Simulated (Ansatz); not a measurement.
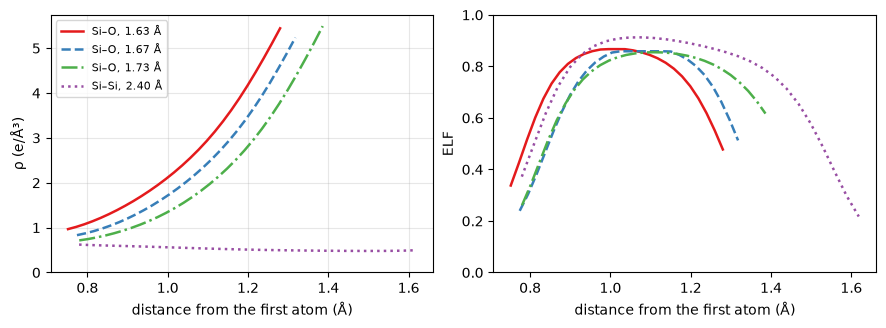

Figure 1: O6Si7 (charge +1, doublet). Electron density and electron localisation function along straight lines between neighbouring atoms. The curves leave out the atomic cores.

Geometry: r2SCAN-D4/def2-SVP.

Theory: UKS PBE0-D4/def2-SVP (Ansatz 0.2.0).

Input

```
crystal:
  periodic: [false, false, false]
  atoms:
    - {symbol: Si, position_ang: [-3.127117, -1.522680, -0.920234]}
    - {symbol: Si, position_ang: [-3.202466, 1.110122, 1.169677]}
    - {symbol: Si, position_ang: [-0.035951, 1.178117, 0.695881]}
    - {symbol: Si, position_ang: [1.527525, -0.597999, 1.539046]}
    - {symbol: Si, position_ang: [3.801164, 0.532313, -0.308444]}
    - {symbol: Si, position_ang: [-0.078066, -0.851862, -0.878083]}
    - {symbol: Si, position_ang: [0.792572, 1.261606, -1.602332]}
    - {symbol: O, position_ang: [-3.024102, -0.189700, 0.113197]}
    - {symbol: O, position_ang: [3.054595, -0.188318, 1.042088]}
    - {symbol: O, position_ang: [-1.519592, 1.520572, 1.293394]}
    - {symbol: O, position_ang: [0.882355, -1.573230, 0.245893]}
    - {symbol: O, position_ang: [2.365723, 0.970087, -1.111550]}
    - {symbol: O, position_ang: [-1.436649, -1.649037, -1.278544]}
basis:
  gaussian: {orbitals: def2-SVP, initial_orbitals: start.molden}
total_charge: 1
magnetization: {spin_polarized: true, initial_magnetization: 1}
hamiltonian: {xc: pbe0, dispersion: d4}
scf: {omitted_lower_state_checks: [starts]}
output: {orbitals: {seedname: orbitals}}
```

Command:

```sh
ansatz run in.yaml --threads 4 --pin off --events-out ev --progress --plain --max-ram 6963MiB
```

**Compare the contacts.**

Si–O (1.63 Å): ρ is about 1.1 e/Å³ halfway; the ELF peaks at about 0.85 between the atoms: a polar covalent bond.
Si–O (1.67 Å): the density is about 0.98 e/Å³ at the midpoint; the ELF peaks at about 0.85 between the atoms; a shared but strongly polarised pair.
Si–O (1.73 Å): ρ at the midpoint is about 0.87 e/Å³; the ELF peaks at about 0.85 between the atoms: a polar covalent bond.
Si–Si (2.40 Å): ρ is about 0.51 e/Å³ halfway; the ELF peaks at about 0.90 between the atoms: localised, covalent bonding.
